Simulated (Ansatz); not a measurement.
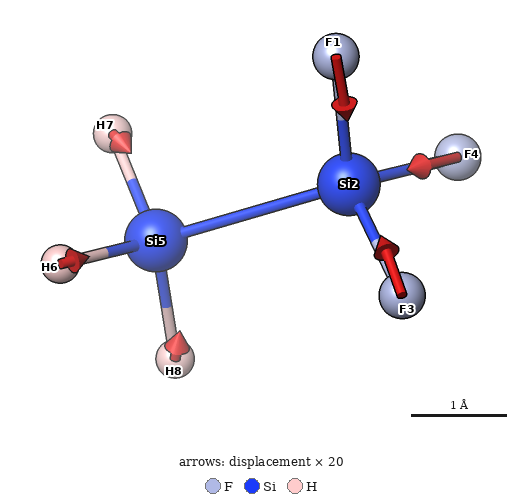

This is a relaxation of Si2H3F3. The starting structure is drawn; red arrows show the displacements, 20 times their true length. The two geometries are superimposed by the best rigid fit.

Style: ball-and-stick. Shown at a tilt.

The start comes from PBE-D4/def2-SVP.

All numbers below come from Ansatz 0.2.0, RKS PBE0-D4/def2-TZVP. Set-up: force threshold 0.005 eV/Å; at most 150 steps.

Atoms of which element are displaced furthest, and by how much?

Fluorine: up to 0.042 Å, against 0.019 Å for hydrogen.

What did the optimiser do to the structure, and how much energy did it gain?

After 4 geometry steps the energy has fallen by 0.103 eV. The largest force component goes from 1.3 to 0.0048 eV/Å. The largest moves after the best rigid fit, 0.042 Å, are those of F1, F3 and F4. By element the largest moves are F 0.042 Å, H 0.019 Å, Si 0.003 Å. Near-neighbour distances that change, for instance: F1–Si2 1.624 → 1.582 Å, Si5–H6 1.501 → 1.484 Å. The run took of the order of 90 core-seconds on a shared host.
